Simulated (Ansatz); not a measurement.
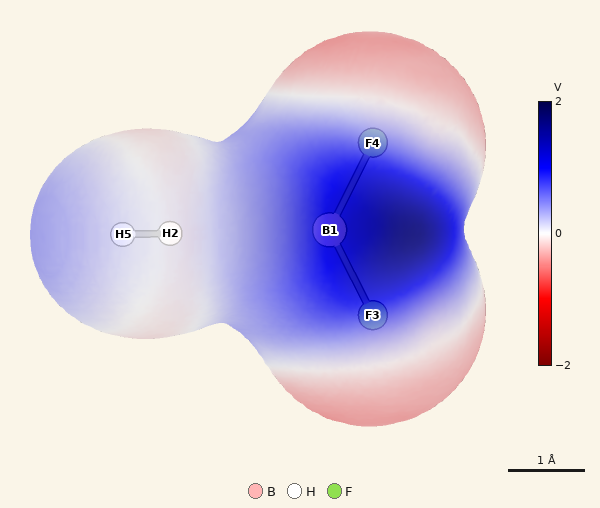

Figure. BF2···H2 (doublet). The electrostatic potential painted on the density surface at 0.002 e/bohr³, seen at a tilt; red is negative and blue positive.

Not at a stationary point (largest force 1.5 eV/Å).

Level of theory: UKS r2SCAN-D4/6-31G* (Ansatz 0.2.0).

Input file:

```
crystal:
  periodic: [false, false, false]
  atoms:
    - { symbol: B, position_ang: [0.0, 0.0, 0.0] }
    - { symbol: H, position_ang: [0.0, 0.0, 1.44] }
    - { symbol: F, position_ang: [1.1431, 0.0, -0.66] }
    - { symbol: F, position_ang: [-1.1431, 0.0, -0.66] }
    - { symbol: H, position_ang: [0.0, 0.0, 2.4] }
magnetization:
  spin_polarized: true
  initial_magnetization: 1
basis:
  gaussian: { orbitals: "6-31G*" }
hamiltonian:
  xc: r2scan
  dispersion: d4
relax:
  f_tol: 0.15
  max_steps: 25
  restrain:
    - { distance: [1, 4], at: 0.66, k: 30.0 }
    - { distance: [0, 1], at: 2.39, k: 30.0 }
output:
  orbitals: {}
```

Launched as:

```sh
ansatz run input.yaml --threads 1 --pin off --max-ram 2048MiB --backend cpu --events-out ev --progress --plain --runs-dir out
```

The fields are those of the run's last geometry, not of the input's.

Question: Describe the electrostatic potential map.

Answer: The most negative region (about −0.3 V, or −7 kcal/mol for a unit charge) lies over F3 and F4, the most positive (about +1.8 V, or +42 kcal/mol for a unit charge) over B1.
